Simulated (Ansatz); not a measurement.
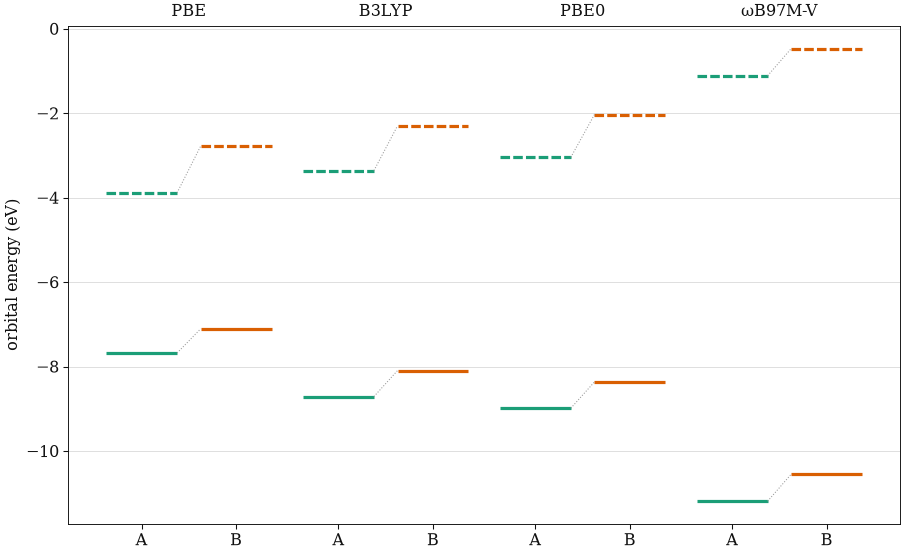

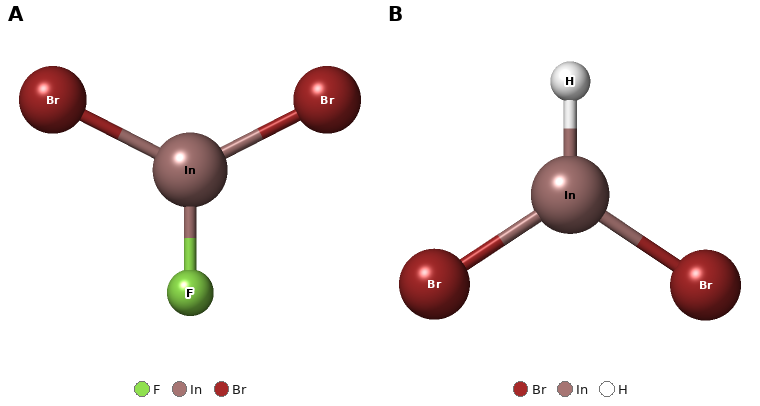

One change: A, InBr₂F (SMILES [F][In]([Br])[Br]), becomes B, InHBr₂ (SMILES [Br][InH][Br]). F on In is replaced by H. HOMO (solid) and LUMO (dashed) computed in def2-TZVPP at PBE0-D4/def2-TZVP geometries, both minima by their frequencies, gas phase, the Ansatz code.

### What does the change do to HOMO and LUMO?

PBE: the HOMO rises by 0.57 eV, the LUMO rises by 1.11 eV, and the separation goes from 3.79 to 4.33 eV. B3LYP: the HOMO rises by 0.62 eV, the LUMO rises by 1.06 eV, and the separation goes from 5.35 to 5.80 eV. PBE0: the HOMO rises by 0.62 eV, the LUMO rises by 1.01 eV, and the separation goes from 5.94 to 6.33 eV. ωB97M-V: the HOMO rises by 0.64 eV, the LUMO rises by 0.64 eV, and the separation goes from 10.08 to 10.08 eV.

### Do the functionals agree on the effect?

They agree on the direction for both levels; the HOMO shift lies between 0.57 and 0.64 eV and the LUMO shift between 0.64 and 1.11 eV, while the separations themselves differ by up to 6.3 eV between functionals.

Known limits of this run: core potentials past krypton; spin-orbit coupling is left out, and with In it can shift these values.
